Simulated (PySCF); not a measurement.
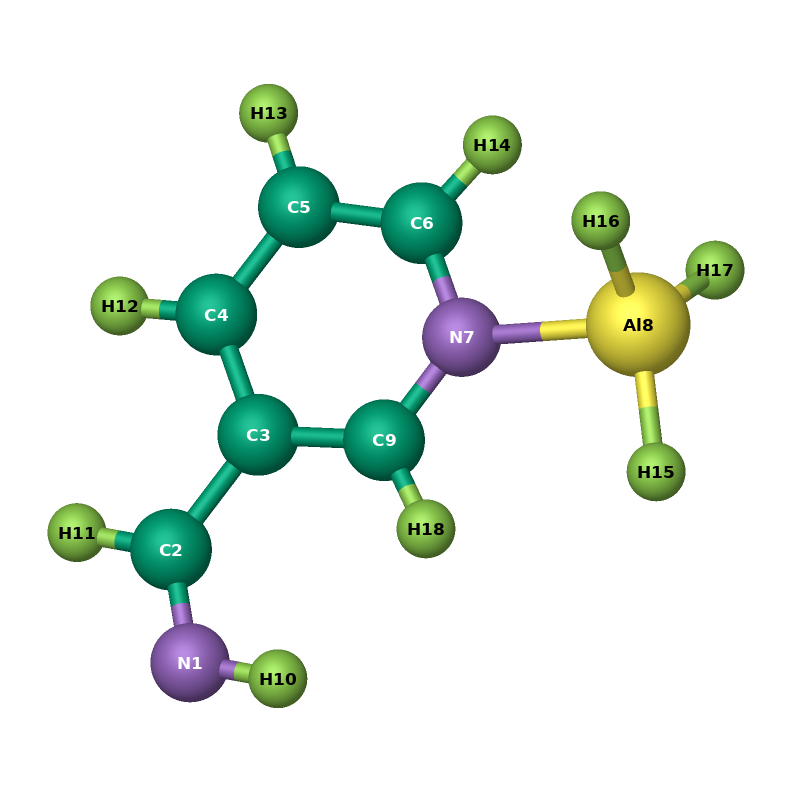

Every bond is drawn as one stick. The computed structure is the end point of a GFN2-xTB optimisation. No frequency run is at hand to confirm it as a minimum. Method: PBE0/pcSseg-1 (PySCF 2.14.0).

**Which bond between heavy atoms has the highest Mayer bond order?**

N1–C2, 2.06, at a length of 1.254 Å.

**Which bond between heavy atoms has the lowest Mayer bond order?**

N7–Al8, 0.34, at 1.994 Å.

List the Mayer bond orders of N1–C2, C2–C3, C3–C4, C3–C9, C4–C5, C5–C6, C6–N7, N7–Al8, N7–C9 (bonds between heavy atoms, one of each equivalent set).

| bond | Mayer order | length (Å) |
| --- | --- | --- |
| N1–C2 | 2.06 | 1.254 |
| C2–C3 | 1.00 | 1.474 |
| C3–C4 | 1.36 | 1.396 |
| C3–C9 | 1.33 | 1.394 |
| C4–C5 | 1.42 | 1.386 |
| C5–C6 | 1.44 | 1.383 |
| C6–N7 | 1.27 | 1.323 |
| N7–Al8 | 0.34 | 1.994 |
| N7–C9 | 1.32 | 1.319 |

The geometry is semi-empirical. Around Al such bond lengths and angles can be off by a tenth of an ångström or more and by several degrees, and values that hang on the shape move with them.
